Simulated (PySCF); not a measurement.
# C₂H₃F: electronic excitations at several levels of theory, part 2 of 2

PySCF 2.14.0. Atoms count from 0. Earlier steps stand in the parts before.

### 10 TDDFT and polarisability: PBE0/def2-TZVP

Job settings and geometry (Å):

```
{"job": {"kind": "uv", "xc": "PBE0", "basis": "def2-TZVP"}, "charge": 0, "multiplicity": 1}
C     -0.347563    -0.127294     0.599294
C      0.314227     0.172517    -0.509779
F      0.553231    -0.715440    -1.469339
H     -0.730709    -1.134647     0.774247
H     -0.513018     0.644555     1.351407
H      0.723830     1.160311    -0.745850
```

With the program's defaults for keys left out, this is: TDDFT PBE0/def2-TZVP, vertical, gas phase, core orbitals frozen in the response.

The program printed:

```text
coarse grid: 5120 points
cycle   1  E = -177.6705005622  dE =  2.549e-01  |g| = 4.515e-01  |ddm| = 1.769e+00
cycle   2  E = -177.6435799302  dE =  2.692e-02  |g| = 6.051e-01  |ddm| = 6.419e-01
cycle   3  E = -177.7067205306  dE = -6.314e-02  |g| = 5.934e-02  |ddm| = 3.763e-01
cycle   4  E = -177.7074684985  dE = -7.480e-04  |g| = 2.306e-02  |ddm| = 5.507e-02
cycle   5  E = -177.7075858770  dE = -1.174e-04  |g| = 7.249e-03  |ddm| = 1.831e-02
cycle   6  E = -177.7075941681  dE = -8.291e-06  |g| = 2.962e-03  |ddm| = 6.562e-03
final grid: 50136 points
cycle   7  E = -177.7054630543  dE = -2.596e-05  |g| = 5.149e-03  |ddm| = 2.332e-02
cycle   8  E = -177.7054556575  dE =  7.397e-06  |g| = 7.596e-03  |ddm| = 9.466e-03
cycle   9  E = -177.7054688439  dE = -1.319e-05  |g| = 9.378e-04  |ddm| = 5.584e-03
cycle  10  E = -177.7054690561  dE = -2.122e-07  |g| = 1.560e-04  |ddm| = 6.423e-04
cycle  11  E = -177.7054690620  dE = -5.872e-09  |g| = 3.130e-05  |ddm| = 1.073e-04
cycle  12  E = -177.7054690620  dE = -9.680e-11  |g| = 1.773e-05  |ddm| = 2.300e-05
converged SCF energy = -177.7054690620

Static polarisability (au): isotropic 25.347, principal 17.887 23.621 34.532

Singlet excitations
state   eV       nm        f      main configurations
  1   7.7345    160.3   0.33291   H->L 0.96
  2   8.0762    153.5   0.01082   H->L+1 0.95
  3   8.5662    144.7   0.00221   H->L+2 0.86, H->L+3 0.08
  4   8.7857    141.1   0.00024   H-1->L 0.92
  5   9.0197    137.5   0.01195   H->L+3 0.81, H->L+2 0.11
  6   9.7629    127.0   0.00215   H-2->L 0.49, H->L+4 0.49
  7   9.8682    125.6   0.00673   H-2->L 0.50, H->L+4 0.49
  8  11.1648    111.0   0.05593   H-1->L+1 0.83
  9  11.3423    109.3   0.00782   H->L+5 0.98
 10  11.6868    106.1   0.00710   H-1->L+3 0.39, H-1->L+2 0.37, H-1->L+1 0.10

Triplet excitations (Tamm-Dancoff, eV): 4.4222 7.7941 8.2295 8.3081
```

Run time: 3.9 s. Hardware: 1 thread, shared host.

Key values: HOMO -7.69 eV, LUMO 0.24 eV; lowest singlet 7.73 eV.

### 11 Ultraviolet spectrum: PBE0/aug-cc-pVDZ

Same as in step 10 but for these lines:

```diff
@@ -1,2 +1,2 @@
-{"job": {"kind": "uv", "xc": "PBE0", "basis": "def2-TZVP"}, "charge": 0, "multiplicity": 1}
+{"job": {"kind": "uv", "xc": "PBE0", "basis": "aug-cc-pVDZ"}, "charge": 0, "multiplicity": 1}
 C     -0.347563    -0.127294     0.599294
```

Level: TDDFT PBE0/aug-cc-pVDZ, vertical, gas phase, core orbitals frozen in the response.

The program printed:

```text
coarse grid: 5120 points
cycle   1  E = -177.6187982049  dE =  2.681e-01  |g| = 4.046e-01  |ddm| = 5.306e+00
cycle   2  E = -177.5943688319  dE =  2.443e-02  |g| = 5.408e-01  |ddm| = 1.322e+00
cycle   3  E = -177.6507686269  dE = -5.640e-02  |g| = 5.406e-02  |ddm| = 7.480e-01
cycle   4  E = -177.6514599844  dE = -6.914e-04  |g| = 2.012e-02  |ddm| = 1.214e-01
cycle   5  E = -177.6515495822  dE = -8.960e-05  |g| = 6.748e-03  |ddm| = 3.924e-02
cycle   6  E = -177.6515574355  dE = -7.853e-06  |g| = 2.618e-03  |ddm| = 1.280e-02
final grid: 50136 points
cycle   7  E = -177.6538332728  dE = -1.116e-05  |g| = 4.205e-03  |ddm| = 5.727e-02
cycle   8  E = -177.6538290113  dE =  4.262e-06  |g| = 5.891e-03  |ddm| = 1.883e-02
cycle   9  E = -177.6538379475  dE = -8.936e-06  |g| = 8.528e-04  |ddm| = 1.005e-02
cycle  10  E = -177.6538381373  dE = -1.898e-07  |g| = 1.122e-04  |ddm| = 1.825e-03
cycle  11  E = -177.6538381394  dE = -2.166e-09  |g| = 6.693e-05  |ddm| = 1.834e-04
cycle  12  E = -177.6538381401  dE = -6.887e-10  |g| = 7.157e-06  |ddm| = 7.343e-05
converged SCF energy = -177.6538381401

Static polarisability (au): isotropic 27.924, principal 21.774 25.994 36.005

Singlet excitations
state   eV       nm        f      main configurations
  1   6.6790    185.6   0.04317   H->L+1 0.98
  2   7.2087    172.0   0.00309   H->L+2 0.97
  3   7.4380    166.7   0.29039   H->L 0.94
  4   7.5532    164.1   0.00027   H->L+3 0.94
  5   8.1064    152.9   0.00001   H->L+4 0.90
  6   8.3488    148.5   0.01005   H->L+5 0.97
  7   8.7311    142.0   0.00050   H-1->L 0.94
  8   8.7957    141.0   0.01717   H->L+6 0.94
  9   9.5516    129.8   0.00391   H->L+7 0.80
 10   9.7065    127.7   0.00556   H-1->L+1 0.90

Triplet excitations (Tamm-Dancoff, eV): 4.4051 6.5554 7.1109 7.4744
```

It took 3.1 s on 1 thread, shared host.

This run: HOMO -7.72 eV, LUMO 0.07 eV; lowest singlet 6.68 eV.

### 12 Ultraviolet spectrum: PBE0/aug-cc-pVTZ

Same as in step 11 but for these lines:

```diff
@@ -1,2 +1,2 @@
-{"job": {"kind": "uv", "xc": "PBE0", "basis": "aug-cc-pVDZ"}, "charge": 0, "multiplicity": 1}
+{"job": {"kind": "uv", "xc": "PBE0", "basis": "aug-cc-pVTZ"}, "charge": 0, "multiplicity": 1}
 C     -0.347563    -0.127294     0.599294
```

Level: TDDFT PBE0/aug-cc-pVTZ, vertical, gas phase, core orbitals frozen in the response.

The program printed:

```text
coarse grid: 5120 points
cycle   1  E = -177.6676861579  dE =  2.540e-01  |g| = 4.480e-01  |ddm| = 4.934e+00
cycle   2  E = -177.6403752768  dE =  2.731e-02  |g| = 6.054e-01  |ddm| = 1.220e+00
cycle   3  E = -177.7033364798  dE = -6.296e-02  |g| = 5.826e-02  |ddm| = 7.186e-01
cycle   4  E = -177.7040436201  dE = -7.071e-04  |g| = 2.277e-02  |ddm| = 1.184e-01
cycle   5  E = -177.7041587549  dE = -1.151e-04  |g| = 6.944e-03  |ddm| = 3.880e-02
cycle   6  E = -177.7041658474  dE = -7.093e-06  |g| = 3.089e-03  |ddm| = 1.184e-02
final grid: 50136 points
cycle   7  E = -177.7009370844  dE = -3.482e-05  |g| = 4.950e-03  |ddm| = 1.914e-01
cycle   8  E = -177.7009301848  dE =  6.900e-06  |g| = 7.235e-03  |ddm| = 1.864e-02
cycle   9  E = -177.7009427489  dE = -1.256e-05  |g| = 9.310e-04  |ddm| = 1.081e-02
cycle  10  E = -177.7009429522  dE = -2.034e-07  |g| = 1.952e-04  |ddm| = 1.668e-03
cycle  11  E = -177.7009429605  dE = -8.281e-09  |g| = 7.180e-05  |ddm| = 3.051e-04
cycle  12  E = -177.7009429612  dE = -6.808e-10  |g| = 1.624e-05  |ddm| = 8.407e-05
converged SCF energy = -177.7009429612

Static polarisability (au): isotropic 28.274, principal 22.210 26.403 36.211

Singlet excitations
state   eV       nm        f      main configurations
  1   6.6763    185.7   0.04234   H->L+1 0.97
  2   7.1904    172.4   0.00286   H->L+2 0.96
  3   7.4082    167.4   0.28053   H->L 0.93
  4   7.5019    165.3   0.00027   H->L+3 0.94
  5   8.0666    153.7   0.00000   H->L+5 0.86
  6   8.1331    152.4   0.01315   H->L+4 0.97
  7   8.6084    144.0   0.01493   H->L+6 0.95
  8   8.7214    142.2   0.00009   H-1->L 0.96
  9   9.0991    136.3   0.00060   H->L+7 0.81, H->L+8 0.10
 10   9.3143    133.1   0.04933   H->L+8 0.84, H->L+7 0.10

Triplet excitations (Tamm-Dancoff, eV): 4.3986 6.5541 7.0994 7.4292
```

It took 8.5 s on 1 thread, shared host.

This run: HOMO -7.73 eV, LUMO 0.05 eV; lowest singlet 6.68 eV.

### 13 TDDFT and polarisability: PBE0/def2-TZVPD

Same as in step 12 but for these lines:

```diff
@@ -1,2 +1,2 @@
-{"job": {"kind": "uv", "xc": "PBE0", "basis": "aug-cc-pVTZ"}, "charge": 0, "multiplicity": 1}
+{"job": {"kind": "uv", "xc": "PBE0", "basis": "def2-TZVPD"}, "charge": 0, "multiplicity": 1}
 C     -0.347563    -0.127294     0.599294
```

With the program's defaults for keys left out, this is: TDDFT PBE0/def2-TZVPD, vertical, gas phase, core orbitals frozen in the response.

The program printed:

```text
coarse grid: 5120 points
cycle   1  E = -177.6717191078  dE =  2.553e-01  |g| = 4.514e-01  |ddm| = 1.835e+00
cycle   2  E = -177.6436735100  dE =  2.805e-02  |g| = 6.103e-01  |ddm| = 7.609e-01
cycle   3  E = -177.7079385003  dE = -6.426e-02  |g| = 5.846e-02  |ddm| = 3.713e-01
cycle   4  E = -177.7086550960  dE = -7.166e-04  |g| = 2.228e-02  |ddm| = 5.982e-02
cycle   5  E = -177.7087666993  dE = -1.116e-04  |g| = 6.733e-03  |ddm| = 1.818e-02
cycle   6  E = -177.7087734064  dE = -6.707e-06  |g| = 3.055e-03  |ddm| = 5.522e-03
final grid: 50136 points
cycle   7  E = -177.7066463411  dE = -2.641e-05  |g| = 5.407e-03  |ddm| = 7.695e-02
cycle   8  E = -177.7066377734  dE =  8.568e-06  |g| = 8.102e-03  |ddm| = 1.016e-02
cycle   9  E = -177.7066527397  dE = -1.497e-05  |g| = 9.506e-04  |ddm| = 5.411e-03
cycle  10  E = -177.7066529577  dE = -2.179e-07  |g| = 1.573e-04  |ddm| = 7.589e-04
cycle  11  E = -177.7066529636  dE = -5.949e-09  |g| = 3.276e-05  |ddm| = 1.378e-04
cycle  12  E = -177.7066529637  dE = -1.090e-10  |g| = 1.823e-05  |ddm| = 3.695e-05
converged SCF energy = -177.7066529637

Static polarisability (au): isotropic 28.106, principal 21.885 26.376 36.057

Singlet excitations
state   eV       nm        f      main configurations
  1   7.0195    176.6   0.04917   H->L+1 0.99
  2   7.5744    163.7   0.31585   H->L 0.95
  3   7.5942    163.3   0.00565   H->L+2 0.97
  4   8.1405    152.3   0.00104   H->L+3 0.96
  5   8.6221    143.8   0.00008   H->L+4 0.93
  6   8.7531    141.6   0.00003   H-1->L 0.98
  7   9.2508    134.0   0.00268   H->L+5 0.98
  8   9.4112    131.7   0.00910   H->L+6 0.98
  9   9.6806    128.1   0.10377   H->L+7 0.81, H-2->L 0.15
 10   9.7716    126.9   0.03274   H-2->L 0.83, H->L+7 0.16

Triplet excitations (Tamm-Dancoff, eV): 4.4025 6.8429 7.4424 7.9052
```

Wall time 4.7 s (1 thread, shared host).

This run: HOMO -7.73 eV, LUMO 0.13 eV; lowest singlet 7.02 eV.

### 14 Ultraviolet spectrum: PBE0/6-31+G*

Same as in step 13 but for these lines:

```diff
@@ -1,2 +1,2 @@
-{"job": {"kind": "uv", "xc": "PBE0", "basis": "def2-TZVPD"}, "charge": 0, "multiplicity": 1}
+{"job": {"kind": "uv", "xc": "PBE0", "basis": "6-31+G*"}, "charge": 0, "multiplicity": 1}
 C     -0.347563    -0.127294     0.599294
```

Method: TDDFT PBE0/6-31+G*, vertical, gas phase, core orbitals frozen in the response.

The program printed:

```text
coarse grid: 5120 points
cycle   1  E = -177.6154199704  dE =  2.631e-01  |g| = 3.976e-01  |ddm| = 2.113e+00
cycle   2  E = -177.5935510681  dE =  2.187e-02  |g| = 5.232e-01  |ddm| = 6.316e-01
cycle   3  E = -177.6472798664  dE = -5.373e-02  |g| = 5.501e-02  |ddm| = 3.843e-01
cycle   4  E = -177.6479990023  dE = -7.191e-04  |g| = 2.028e-02  |ddm| = 6.875e-02
cycle   5  E = -177.6480888325  dE = -8.983e-05  |g| = 6.818e-03  |ddm| = 1.960e-02
cycle   6  E = -177.6480973238  dE = -8.491e-06  |g| = 2.321e-03  |ddm| = 6.720e-03
final grid: 50136 points
cycle   7  E = -177.6358375456  dE = -9.258e-06  |g| = 3.893e-03  |ddm| = 1.726e-02
cycle   8  E = -177.6358349266  dE =  2.619e-06  |g| = 5.133e-03  |ddm| = 7.820e-03
cycle   9  E = -177.6358415945  dE = -6.668e-06  |g| = 7.680e-04  |ddm| = 4.528e-03
cycle  10  E = -177.6358417465  dE = -1.520e-07  |g| = 1.188e-04  |ddm| = 6.909e-04
cycle  11  E = -177.6358417489  dE = -2.405e-09  |g| = 7.563e-05  |ddm| = 1.410e-04
cycle  12  E = -177.6358417498  dE = -9.117e-10  |g| = 5.275e-06  |ddm| = 4.578e-05
converged SCF energy = -177.6358417498

Static polarisability (au): isotropic 24.870, principal 17.742 22.470 34.399

Singlet excitations
state   eV       nm        f      main configurations
  1   7.0781    175.2   0.06510   H->L+1 0.99
  2   7.5427    164.4   0.31131   H->L 0.94
  3   7.5571    164.1   0.01530   H->L+2 0.98
  4   7.8737    157.5   0.00000   H->L+3 0.98
  5   8.4942    146.0   0.00540   H->L+5 0.94
  6   8.5243    145.4   0.00984   H->L+4 0.97
  7   8.8496    140.1   0.00021   H-1->L 0.97
  8   9.0428    137.1   0.05928   H->L+6 0.96
  9   9.8920    125.3   0.00142   H-2->L 0.98
 10  10.1225    122.5   0.01690   H-1->L+1 0.83, H->L+7 0.09

Triplet excitations (Tamm-Dancoff, eV): 4.4173 6.8810 7.4098 7.7261
```

It took 1.8 s on 1 thread, shared host.

Key values: HOMO -7.69 eV, LUMO 0.16 eV; lowest singlet 7.08 eV.

### 15 Run by run: electronic excitations

Excitations and ground-state properties, with basis size and wall time:

| run | lowest singlet (eV) | brightest (eV) | f | gap (eV) | α (Å³) | μ (D) | functions | time |
| --- | --- | --- | --- | --- | --- | --- | --- | --- |
| PBE0/def2-SVPD | 7.42 | 7.73 | 0.325 | 7.93 | 4.03 | 1.34 | 87 | 4.9 s |
| BHandHLYP/def2-SVPD | 7.53 | 7.77 | 0.360 | 10.11 | 3.97 | 1.47 | 87 | 4.8 s |
| CAM-B3LYP/def2-SVPD | 7.40 | 7.66 | 0.334 | 10.45 | 4.04 | 1.41 | 87 | 5.5 s |
| wB97X-D/def2-SVPD | 7.65 | 7.72 | 0.340 | 11.70 | 4.06 | 1.36 | 87 | 5.3 s |
| LC-wPBE/def2-SVPD | 7.76 | 7.76 | 0.343 | 13.10 | 3.98 | 1.39 | 87 | 7 s |
| PBE0/6-31G* | 8.22 | 8.22 | 0.342 | 8.19 | 3.03 | 1.18 | 48 | 1.6 s |
| PBE0/def2-SVP | 8.10 | 8.10 | 0.353 | 8.10 | 3.17 | 1.26 | 57 | 1.9 s |
| PBE0/def2-TZVP | 7.73 | 7.73 | 0.333 | 7.94 | 3.76 | 1.28 | 111 | 3.9 s |
| PBE0/aug-cc-pVDZ | 6.68 | 7.44 | 0.290 | 7.79 | 4.14 | 1.29 | 96 | 3.1 s |
| PBE0/aug-cc-pVTZ | 6.68 | 7.41 | 0.281 | 7.78 | 4.19 | 1.28 | 207 | 8.5 s |
| PBE0/def2-TZVPD | 7.02 | 7.57 | 0.316 | 7.86 | 4.16 | 1.28 | 141 | 4.7 s |
| PBE0/6-31+G* | 7.08 | 7.54 | 0.311 | 7.85 | 3.69 | 1.42 | 60 | 1.8 s |

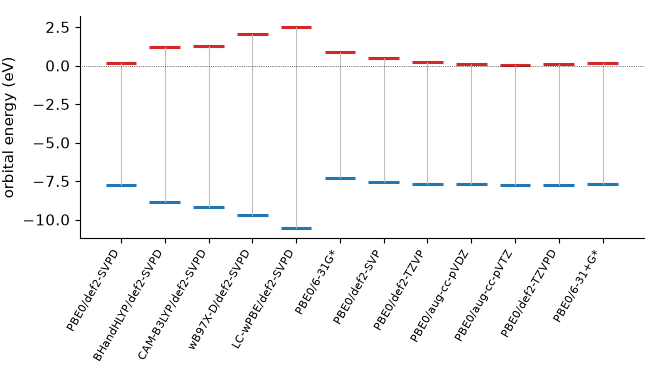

HOMO (blue) and LUMO (red) run by run.

Measured dipole: 1.43 D (gas; NIST CCCBDB Release 22 (SRD 101), experimental dipoles).

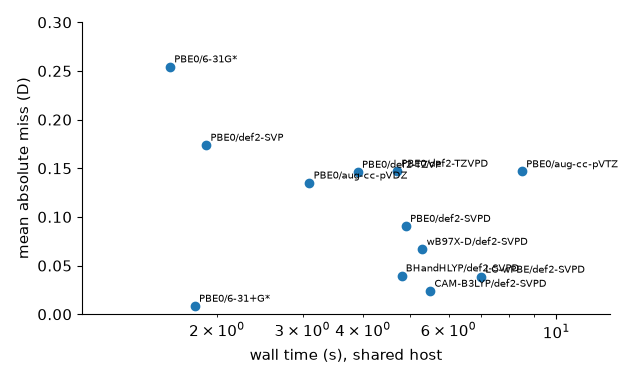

Cost against miss for the measured dipole.

### 16 What came out

The summary covers parts 1 to 2.

| quantity | value |
| --- | --- |
| point group | Cs |
| rotational constants (main isotopes) | 66.01, 10.63, 9.16 GHz |
| lowest singlet (PBE0/def2-SVPD) | 7.42 eV (167 nm), f = 0.043 |
| brightest single state of those computed | state 2, 7.73 eV, f = 0.325 |
| lowest triplet | 4.41 eV |
| vertical ionisation energy (ΔSCF) | 10.42 eV |
| range of the lowest singlet | 6.68 to 8.22 eV |

In words: Single values in the summary come from the first run of each kind that ended normally (PBE0/def2-SVPD), which need not be the best level. Relaxing lowered the energy by 0.015 eV in 6 steps; the close pair that moved most is C1–F2, from 1.345 to 1.329 Å. The first singlet state (HOMO→LUMO+1 0.99) lies at 7.42 eV and is weak; of the 10 states computed, the strongest absorption comes from state 2 at 7.73 eV. The lowest triplet lies 3.01 eV below the lowest singlet (triplets in Tamm-Dancoff, singlets in full TDDFT). At PBE0/def2-SVPD, the highest states lie near or above the ionisation energy, where they hang on the basis. ΔSCF puts the ionisation energy at 10.42 eV, 2.64 eV above −ε(HOMO). The dipole moment, 1.34 D, compares with 1.43 D measured. The lowest singlet runs from 6.68 eV (PBE0/aug-cc-pVTZ) to 8.22 eV (PBE0/6-31G*), while the orbital gap spans 7.78 to 13.10 eV. The lowest state need not be the same one in every run. For the measured dipole, PBE0/6-31+G* misses least (0.01 D, 1.8 s) and PBE0/6-31G* most (0.25 D, 1.6 s). One molecule ranks no method: errors cancel, and vibration and temperature are missing from all runs.
